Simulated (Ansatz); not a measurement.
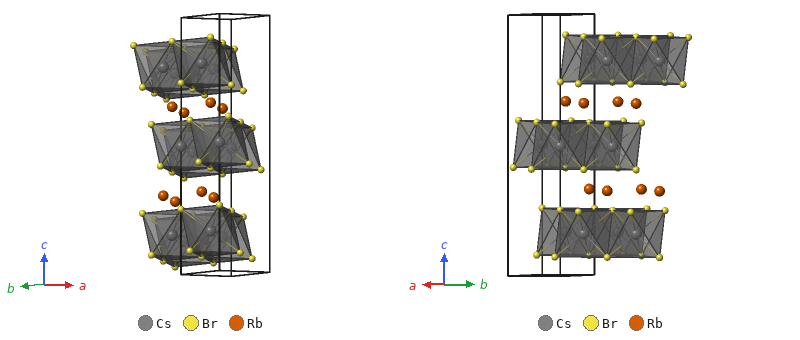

Polyhedra are drawn about Cs (bonds: Br–Cs below 4.1 Å); other atoms are plain spheres. Two views of the same piece.

CsRbBr2 (space group R-3m, No. 166): the end point of a relaxation with DFT PBE, scalar-relativistic, plane waves, PAW (Ansatz 0.2.0); the starting structure was generated, so it need not be a known form of this composition.

**What figure surrounds each Cs atom, and what does it share with the other drawn polyhedra?**

Cs: CsBr6 octahedron, sharing edges with six neighbours.

**What is the connectivity of the polyhedra: isolated, groups, chains, layers or framework?**

They form layers of edge-sharing octahedra parallel to (001). Their corner atoms also have Rb as close neighbours (those links are not drawn).

**How far apart are the centres of linked polyhedra?**

Centre to centre across a shared edge: 5.09 Å.
